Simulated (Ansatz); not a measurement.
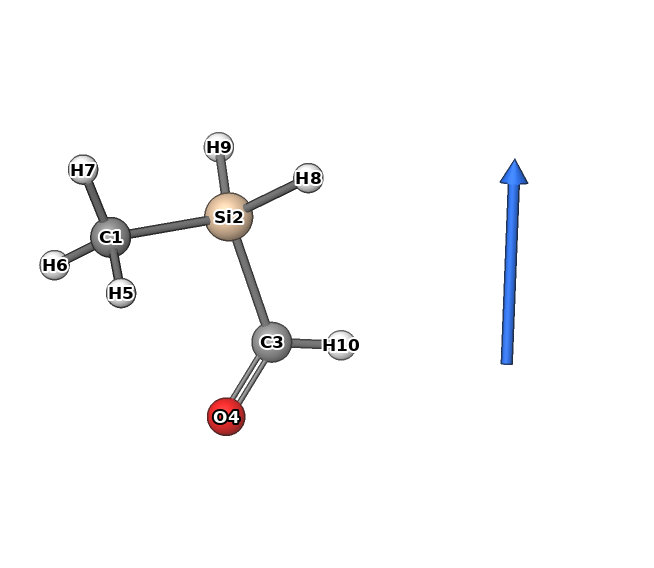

The arrow beside the molecule shows the direction of the dipole moment, from the negative to the positive end (its length means nothing). The computed structure is the end point of a PBE-D4/def2-SVP optimisation. No frequency run is at hand to confirm it as a minimum. Properties computed with RKS PBE-D4/def2-SVP (Ansatz 0.2.0).

> How large is the dipole moment?

1.57 D; it points from the side of O4 to the side of H7, H8, H9 (the outermost atoms at the two ends).
